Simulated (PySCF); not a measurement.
# C8H14OSi: what the fields show

```xyz
24

C     3.7203    0.9606    0.5566
C     2.4010    0.4926    0.1921
C     1.3045    0.1074   -0.1023
C    -0.0204   -0.3574   -0.4934
C    -0.0962   -0.3174   -2.0345
C    -0.1748   -1.8071   -0.1215
O    -1.2224   -2.3135    0.1729
C    -1.1499    0.4662    0.1443
C    -0.8563    0.7488    1.6169
Si   -2.8764   -0.3655    0.0086
H     4.1271    0.3421    1.3564
H     3.6683    1.9932    0.9011
H     4.3860    0.9091   -0.3048
H     0.6860   -0.9364   -2.4709
H    -1.0644   -0.6719   -2.3761
H     0.0461    0.7064   -2.3732
H     0.7535   -2.4055   -0.1696
H    -1.1786    1.4274   -0.3784
H    -1.6677    1.3273    2.0535
H     0.0699    1.3102    1.7385
H    -0.7658   -0.1816    2.1751
H    -3.7896    0.7937   -0.0682
H    -3.2336   -1.0968    1.2157
H    -3.0784   -1.1121   -1.2313
```

Geometry: GFN2-xTB.

Theory: PySCF, PBE0/pcSseg-1, SCF density, gas phase, non-relativistic.

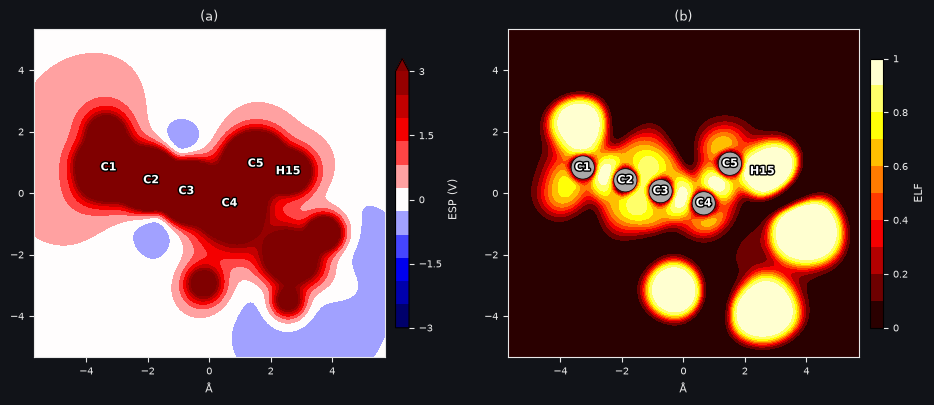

Figure 1. (a) electrostatic potential; (b) electron localisation function on the plane of atoms C4, C5 and H15. Grey discs cover the atomic cores in the ELF map.

What do the fields say about this system?

- Atoms in the plane: C and H.
- C–C (1.20 Å): the ELF peaks at about 0.85 between the atoms: a multiple bond.
- C–H (1.09 Å): the ELF climbs to about 1 towards the hydrogen, as it does in any bond to H (a covalent bond by its length).
- Outside the dense part of the molecule the potential is most negative (−0.6 V) near C2.

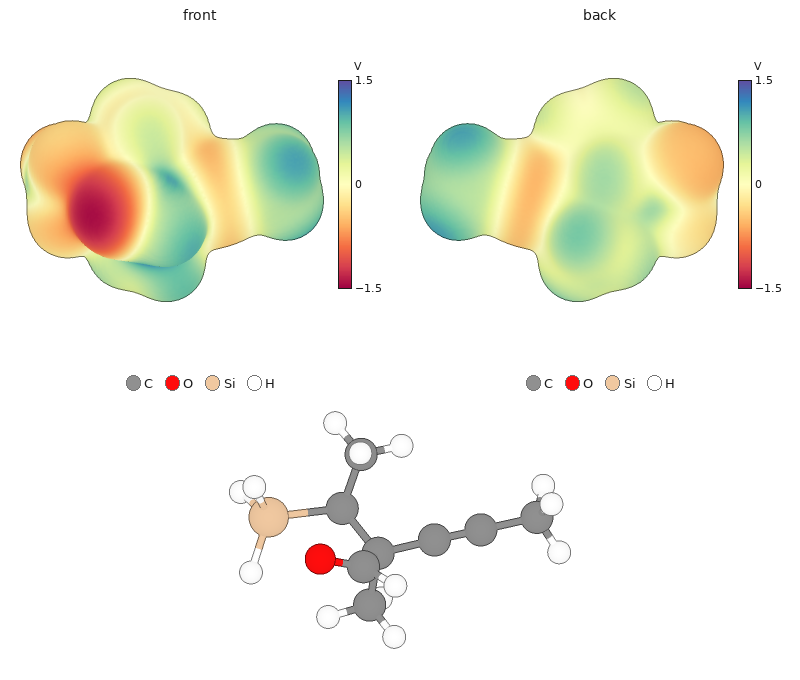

Figure 2. The electrostatic potential painted on the density surface at 0.002 e/bohr³, seen from the front and from behind; the colour scale runs from red (negative) to blue (positive). The bare structure is drawn below in the same view.

Where is the surface potential most negative and most positive?

The most negative region (about −1.4 V) lies over O7, the most positive (about +1.1 V) over C6, H11, H12 and H13. O7 is the likeliest acceptor of a hydrogen bond.

What dipole moment does the calculation give?

Its dipole moment is 3.95 D.
